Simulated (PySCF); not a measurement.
**CH₄ClPSi: geometry relaxation**

CH₄ClPSi, multiplicity 3, SMILES [SiH3]P[C]Cl, computed with PBE0-D3(BJ)/def2-SVP geometry optimisation, gas phase (PySCF 2.14.0).

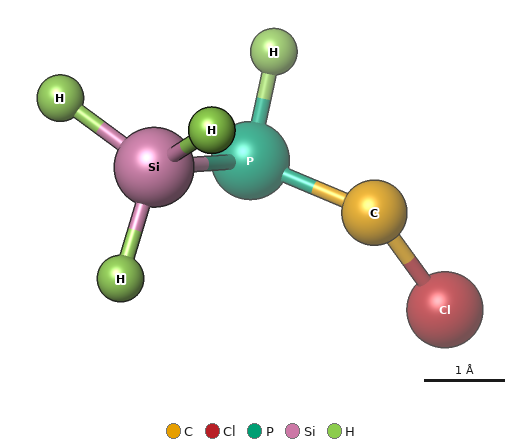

Fig. 1: The starting structure (ball-and-stick view, seen at a tilt). Bond lengths as drawn: C–Cl 1.62 Å, C–P 1.76 Å, H–P 1.40 Å, H–Si 1.47 to 1.48 Å and P–Si 2.22 Å.

### Summary

- outcome: converged
- total energy: −1130.611140 hartree
- ⟨S²⟩: 2.011
- dipole moment: 0.97 D
- point group: C1
- hardware: 1 CPU thread, shared host
- wall time: 39 s
- peak memory: 0.45 GiB

### The input
```
{"job": {"xc": "PBE0", "basis": "def2-SVP", "d3": "d3bj", "grid": 2, "kind": "geom", "shake": 0.01}, "charge": 0, "multiplicity": 3}
C      1.836434    -0.276537     0.423288
Cl     3.097462    -1.259037     0.168172
P      0.759058     0.536516    -0.703532
Si    -1.257534    -0.106731    -0.033662
H      0.720967     1.800280    -0.108571
H     -1.434577    -0.060758     1.423195
H     -1.456127    -1.475559    -0.523934
H     -2.219606     0.813275    -0.672856
```

The first line tells a small driver script what to run in PySCF; the rest is the geometry in Å.

Launched with:
```bash
OMP_NUM_THREADS=1 python <driver script> task.json out
```

### The program's output
```
step   0  E = -1130.60729026  max force = 0.026573
step   1  E = -1130.61092943  max force = 0.004347
step   2  E = -1130.61107711  max force = 0.001310
step   3  E = -1130.61111186  max force = 0.000511
step   4  E = -1130.61112574  max force = 0.000692
step   5  E = -1130.61113588  max force = 0.000474
step   6  E = -1130.61114044  max force = 0.000292
optimisation converged
```

### Trajectory as extended XYZ (Å, eV, eV/Å), 7 frames, from step=0 to step=6
```
8
Properties=species:S:1:pos:R:3:forces:R:3 step=0 energy=-30765.39141
C     1.8364   -0.2765    0.4233   -1.1852   0.7692   0.4635
Cl    3.0975   -1.2590    0.1682    1.3664  -1.0535  -0.2171
P     0.7591    0.5365   -0.7035    0.4298  -0.1100  -0.7987
Si   -1.2575   -0.1067   -0.0337   -0.1894  -0.0288   0.1214
H     0.7210    1.8003   -0.1086   -0.0225   0.6694   0.2835
H    -1.4346   -0.0608    1.4232   -0.0633  -0.0001   0.4731
H    -1.4561   -1.4756   -0.5239   -0.1070  -0.4396  -0.1457
H    -2.2196    0.8133   -0.6729   -0.2288   0.1934  -0.1800
8
Properties=species:S:1:pos:R:3:forces:R:3 step=1 energy=-30765.49044
C     1.9332   -0.1710    0.3152    0.1494  -0.1309   0.0941
Cl    3.2681   -1.1554    0.0609   -0.0897   0.0882   0.0083
P     0.8966    0.6931   -0.8298    0.0051   0.2235  -0.0597
Si   -1.1233   -0.0031   -0.0715   -0.1624   0.0185  -0.0293
H     0.8576    1.9913   -0.2042    0.0206  -0.1987  -0.0496
H    -1.2633    0.0597    1.4137    0.0289   0.0129  -0.0226
H    -1.3314   -1.4040   -0.5441    0.0402   0.0243   0.0147
H    -2.1331    0.8948   -0.7183    0.0078  -0.0379   0.0442
8
Properties=species:S:1:pos:R:3:forces:R:3 step=2 energy=-30765.49446
C     1.9305   -0.1779    0.3170    0.0460  -0.0673   0.0405
Cl    3.2754   -1.1444    0.0644   -0.0337   0.0352   0.0038
P     0.8976    0.6910   -0.8344    0.0122   0.0571  -0.0571
Si   -1.1299    0.0023   -0.0770   -0.0562  -0.0052  -0.0096
H     0.8625    1.9736   -0.1976    0.0099  -0.0175   0.0049
H    -1.2555    0.0664    1.4081    0.0132   0.0111   0.0019
H    -1.3284   -1.3996   -0.5453    0.0133  -0.0050   0.0040
H    -2.1478    0.8939   -0.7133   -0.0046  -0.0083   0.0116
8
Properties=species:S:1:pos:R:3:forces:R:3 step=3 energy=-30765.49540
C     1.9234   -0.1853    0.3173   -0.0197  -0.0166   0.0013
Cl    3.2748   -1.1402    0.0671    0.0059   0.0013   0.0012
P     0.8989    0.6941   -0.8380    0.0097  -0.0028  -0.0237
Si   -1.1325    0.0047   -0.0815    0.0035  -0.0101   0.0048
H     0.8672    1.9694   -0.1908    0.0027   0.0263   0.0148
H    -1.2467    0.0726    1.4043    0.0014   0.0064   0.0021
H    -1.3220   -1.3999   -0.5451    0.0021  -0.0034   0.0019
H    -2.1588    0.8899   -0.7113   -0.0057  -0.0011  -0.0024
8
Properties=species:S:1:pos:R:3:forces:R:3 step=4 energy=-30765.49578
C     1.9151   -0.1921    0.3159   -0.0356   0.0051  -0.0146
Cl    3.2715   -1.1396    0.0683    0.0192  -0.0098   0.0007
P     0.8998    0.6992   -0.8404    0.0010  -0.0118   0.0016
Si   -1.1321    0.0059   -0.0842    0.0231  -0.0044   0.0078
H     0.8699    1.9705   -0.1842    0.0015   0.0203   0.0095
H    -1.2407    0.0780    1.4019   -0.0039   0.0032   0.0006
H    -1.3140   -1.4011   -0.5434   -0.0015  -0.0020   0.0007
H    -2.1651    0.8845   -0.7120   -0.0039  -0.0005  -0.0064
8
Properties=species:S:1:pos:R:3:forces:R:3 step=5 energy=-30765.49606
C     1.9047   -0.2007    0.3125   -0.0244   0.0115  -0.0186
Cl    3.2679   -1.1393    0.0678    0.0165  -0.0088   0.0010
P     0.9003    0.7061   -0.8417   -0.0088  -0.0079   0.0175
Si   -1.1304    0.0071   -0.0861    0.0225   0.0025   0.0050
H     0.8726    1.9732   -0.1749    0.0023   0.0036   0.0016
H    -1.2373    0.0852    1.3998   -0.0059   0.0006  -0.0007
H    -1.3034   -1.4028   -0.5397   -0.0017  -0.0004   0.0003
H    -2.1702    0.8766   -0.7156   -0.0004  -0.0011  -0.0061
8
Properties=species:S:1:pos:R:3:forces:R:3 step=6 energy=-30765.49618
C     1.8995   -0.2066    0.3093   -0.0049   0.0049  -0.0115
Cl    3.2681   -1.1381    0.0650    0.0057  -0.0016   0.0009
P     0.9000    0.7101   -0.8407   -0.0108  -0.0011   0.0150
Si   -1.1294    0.0078   -0.0864    0.0099   0.0041   0.0009
H     0.8744    1.9746   -0.1675    0.0027  -0.0052  -0.0016
H    -1.2396    0.0906    1.3990   -0.0044  -0.0001  -0.0008
H    -1.2970   -1.4041   -0.5360    0.0000   0.0002   0.0006
H    -2.1717    0.8711   -0.7207    0.0018  -0.0012  -0.0034
```

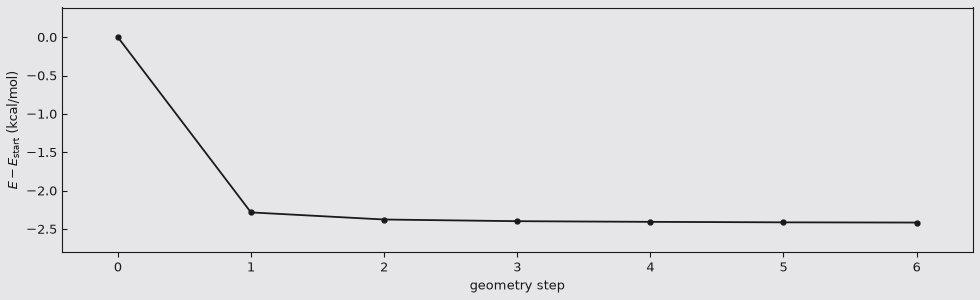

Fig. 2: Progress of the relaxation, step by step (steps are counted from 0).

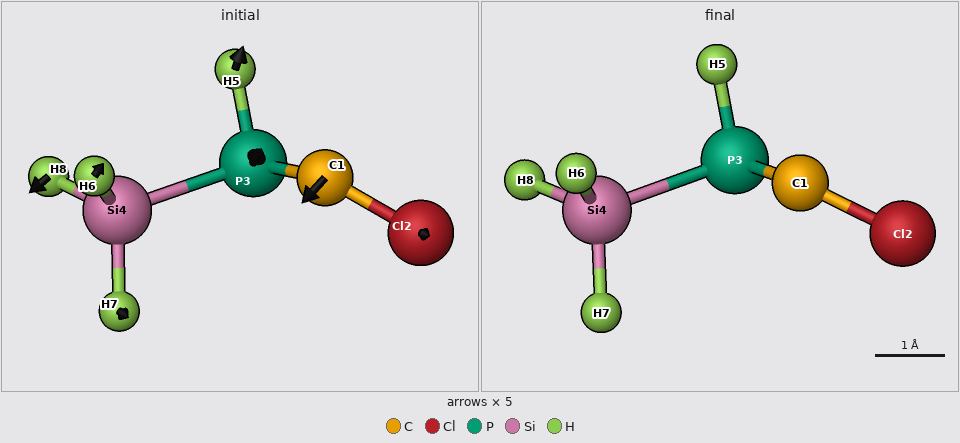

Fig. 3: Before (left) and after (right) the relaxation, at one scale (ball-and-stick view, seen at a tilt). The black arrows give the displacements, magnified 5 times. Over 6 geometry steps the energy falls by 2.42 kcal/mol. The largest force component goes from 1.4 to 0.015 eV/Å. The largest move after the best rigid fit is that of C1, 0.10 Å. By element the largest moves are C 0.10 Å, P 0.08 Å, H 0.08 Å, Cl 0.04 Å, Si 0.01 Å. Among the contacts that change: P3–Si4 2.220 → 2.276 Å, C1–Cl2 1.619 → 1.673 Å, P3–H5 1.397 → 1.433 Å, Si4–H6 1.468 → 1.492 Å. Among the angles that change: C1–P3–Si4 103.3° → 97.3°. (Atoms are counted from 1 in the order of the input.)
